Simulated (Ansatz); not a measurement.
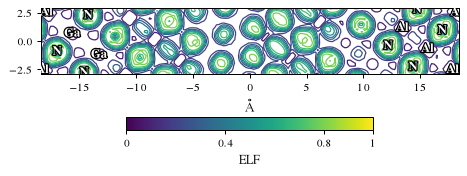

*Al3Ga2N5. ELF on the (111) plane of the conventional cell.*

Space group R-3m; a structure generated by program, which may or may not match a known phase.

Theory: DFT PBE, scalar-relativistic, plane waves, PAW in Ansatz 0.2.0.

Core electrons are frozen (PAW), and the valence fields are smoothed inside the atomic spheres.

```
Al Ga N
1.0
     2.93381    0.00000    0.00000
    -1.46690    2.54075    0.00000
     0.00000    0.00000   35.99439
Al Ga N
9 6 15
Direct
  0.33333 0.66667 0.16667
  0.00000 0.00000 0.50000
  0.66667 0.33333 0.83333
  0.00000 0.00000 0.10155
  0.66667 0.33333 0.43488
  0.33333 0.66667 0.76821
  0.66667 0.33333 0.23179
  0.33333 0.66667 0.56512
  0.00000 0.00000 0.89845
  0.66667 0.33333 0.03454
  0.33333 0.66667 0.36788
  0.00000 0.00000 0.70121
  0.00000 0.00000 0.29879
  0.66667 0.33333 0.63212
  0.33333 0.66667 0.96546
  0.00000 0.00000 0.19920
  0.66667 0.33333 0.53254
  0.33333 0.66667 0.86587
  0.66667 0.33333 0.13413
  0.33333 0.66667 0.46746
  0.00000 0.00000 0.80080
  0.33333 0.66667 0.06962
  0.00000 0.00000 0.40295
  0.66667 0.33333 0.73628
  0.00000 0.00000 0.00000
  0.66667 0.33333 0.33333
  0.33333 0.66667 0.66667
  0.33333 0.66667 0.26372
  0.00000 0.00000 0.59705
  0.66667 0.33333 0.93038
```

Question: Read the bonding off the picture.

Answer: The plane passes through Al, Ga and N nuclei. Atoms just off the plane (Al, 0.3 Å away, Ga, 0.3 Å away and N, 0.3 Å away) can leave unmarked features too. Al–N (2.06 Å): the ELF peaks at about 0.85 in the valence shell of N, 0.7 Å from its nucleus, and is about 0.80 at the midpoint. Ga–N (2.11 Å): the ELF peaks at about 0.80 in the valence shell of N, 0.7 Å from its nucleus, and is about 0.35 at the midpoint.

Question: How much charge does the calculation move between the atoms?

Answer: Electrons move from Al and Ga towards N. Bader charges: Al +2.48, Ga +1.66 and N −2.47 to −1.66 e.
